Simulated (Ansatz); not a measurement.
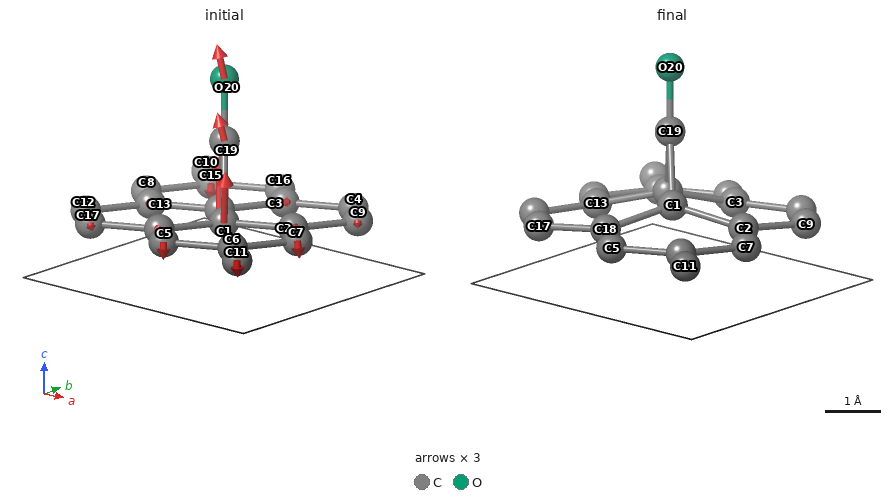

The structure of a slab of composition C19O before (left) and after (right) a relaxation, at one scale. The red arrows give the displacements, 3 times their true length.

A ball-and-stick model of the cell of the calculation, outlined in the plane, without the vacuum (origin shifted), seen from a free direction.

It is CO on graphene monolayer, set down by a guess. The run prepares an end point of a later path (molecule hop) calculation, from a guessed geometry.

Method: DFT PBE-D3(BJ), scalar-relativistic, plane waves, PAW (Ansatz).

The input:
```yaml
crystal:
  lattice:
    - [7.398, 0.0, 0.0]
    - [-3.699, 6.406856, 0.0]
    - [0.0, 0.0, 11.0]
  atoms:
    - { symbol: C, position: [0.0, 0.0, 0.0909091] }
    - { symbol: C, position: [0.2222222, 0.1111111, 0.0909091] }
    - { symbol: C, position: [0.0, 0.3333333, 0.0909091] }
    - { symbol: C, position: [0.2222222, 0.4444444, 0.0909091] }
    - { symbol: C, position: [0.0, 0.6666667, 0.0909091] }
    - { symbol: C, position: [0.2222222, 0.7777778, 0.0909091] }
    - { symbol: C, position: [0.3333333, 0.0, 0.0909091] }
    - { symbol: C, position: [0.5555556, 0.1111111, 0.0909091] }
    - { symbol: C, position: [0.3333333, 0.3333333, 0.0909091] }
    - { symbol: C, position: [0.5555556, 0.4444444, 0.0909091] }
    - { symbol: C, position: [0.3333333, 0.6666667, 0.0909091] }
    - { symbol: C, position: [0.5555556, 0.7777778, 0.0909091] }
    - { symbol: C, position: [0.6666667, 0.0, 0.0909091] }
    - { symbol: C, position: [0.8888889, 0.1111111, 0.0909091] }
    - { symbol: C, position: [0.6666667, 0.3333333, 0.0909091] }
    - { symbol: C, position: [0.8888889, 0.4444444, 0.0909091] }
    - { symbol: C, position: [0.6666667, 0.6666667, 0.0909091] }
    - { symbol: C, position: [0.8888889, 0.7777778, 0.0909091] }
    - { symbol: C, position: [0.9526964, 0.0601358, 0.2181818] }
    - { symbol: O, position: [0.9526964, 0.0601358, 0.3236364] }
basis:
  ecutwfc: 420.0
kpoints:
  mp_grid: { grid: [2, 2, 1] }
hamiltonian:
  xc: pbe
  dispersion: d3bj
scf:
  occupations: { method: gaussian, width: 0.02 }
  lower_state_search: "off"
relax:
  f_tol: 0.03
  max_steps: 60
  adjacent_minimum: "off"
```

Run as
```bash
ansatz run input.yaml --threads 1 --pin off --max-ram 3072MiB --backend cpu --events-out ev --progress --plain --runs-dir out
```

**Describe what moved and what it gained.**

C1 moves most relative to the layer's centre: 0.34 Å at 14° to the normal (+c side). By element the largest moves are C 0.34 Å, O 0.22 Å. The cell stays as it was. Among the contacts that change: C1–C14 1.424 → 1.588 Å, C14–C19 1.582 → 1.479 Å, C1–C19 1.561 → 1.476 Å, C13–C14 1.424 → 1.465 Å. Bond angles that change, for instance: C2–C1–C19 101.2° → 115.4°, C3–C14–C19 101.9° → 115.2°, C18–C1–C19 104.3° → 115.4°. Over 7 geometry steps the energy falls by 1.078 eV per cell of the calculation. Largest force component: 3.2 eV/Å at the start, 0.023 eV/Å at the end.

Limits of the set-up: the periodic images lie only 7.4 Å apart, so the values are limited by the cell's size.
